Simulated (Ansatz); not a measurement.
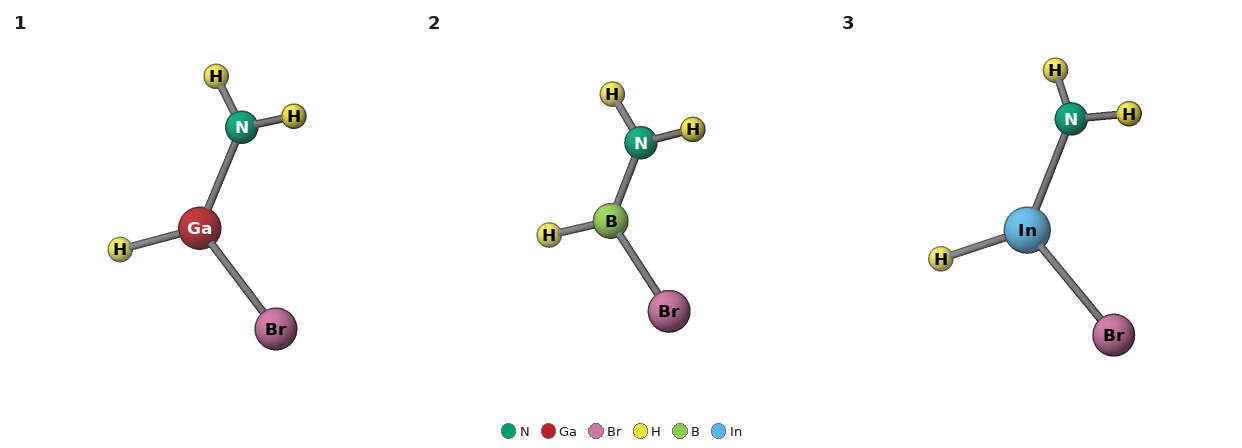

3 molecules with one skeleton, seen from the same side and at one scale. Each species is neutral and a spin singlet. Computed geometries: PBE0-D4/def2-TZVP optimisations, one conformation each. Properties computed with Ansatz 0.2.0. Elements past Kr carry core potentials.

One atom differs, called X below: Ga in panel 1, B in panel 2, In in panel 3. Their formulas are BrGaH3N (`[NH2][GaH][Br]`), BBrH3N (`NBBr`), BrH3InN (`[NH2][InH][Br]`).

### Rank them by the harmonic zero-point energy, lowest first (PBE0-D4/def2-TZVP).

3 (In), 1 (Ga), 2 (B).

### Rank them by the length of X–N, lowest first (PBE0-D4/def2-TZVP).

2 (B), 1 (Ga), 3 (In).

Give the values. With PBE0-D4/def2-TZVP: length of X–Br (Å), length of X–H (Å), length of X–N (Å), angle N–X–Br (°), dipole moment (D), harmonic zero-point energy (kJ/mol). With revPBE-D4/def2-TZVPP: HOMO energy (Kohn–Sham orbital) (eV), HOMO–LUMO gap (eV).

```tsv
quantity	1 (Ga)	2 (B)	3 (In)
length of X–Br (Å)	2.293	1.931	2.479
length of X–H (Å)	1.547	1.190	1.695
length of X–N (Å)	1.800	1.380	1.996
angle N–X–Br (°)	113.9	119.6	109.9
dipole moment (D)	2.56	2.85	3.00
harmonic zero-point energy (kJ/mol)	87.1	107.5	83.3
HOMO energy (Kohn–Sham orbital) (eV)	−6.28	−6.68	−6.07
HOMO–LUMO gap (eV)	4.83	5.82	4.19
```
